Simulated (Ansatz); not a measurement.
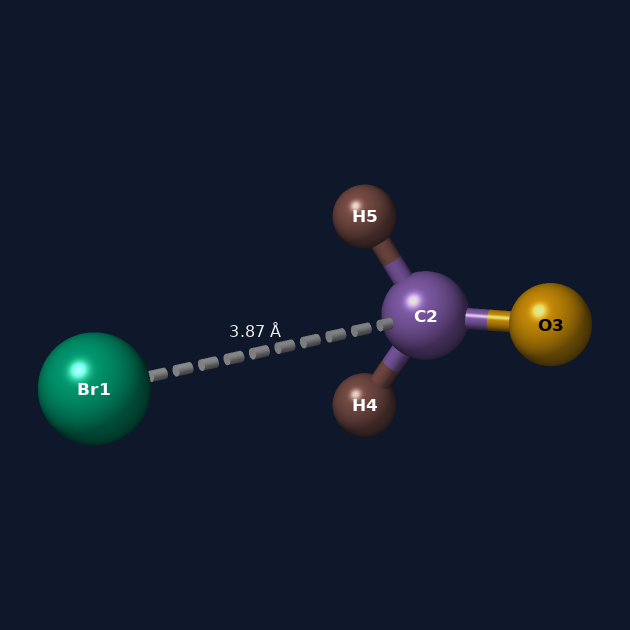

Two molecules or ions; the broken line marks their closest contact (measured against van der Waals radii). Charge −1, singlet. Geometry: a pair of rigid molecules at a changed separation. Program: Ansatz 0.2.0.

Which two species are they?

Answer. Br and CH2O (`C=O.[Br-]`).

Give the counterpoise-corrected interaction energy (kJ/mol, monomers kept as in the pair) with RHF-CCSD(T) (frozen core)/def2-TZVPPD; ωB97M-V/def2-TZVPPD.

```tsv
level	interaction energy (kJ/mol)
RHF-CCSD(T) (frozen core)/def2-TZVPPD	−32.9
ωB97M-V/def2-TZVPPD	−35.1
```
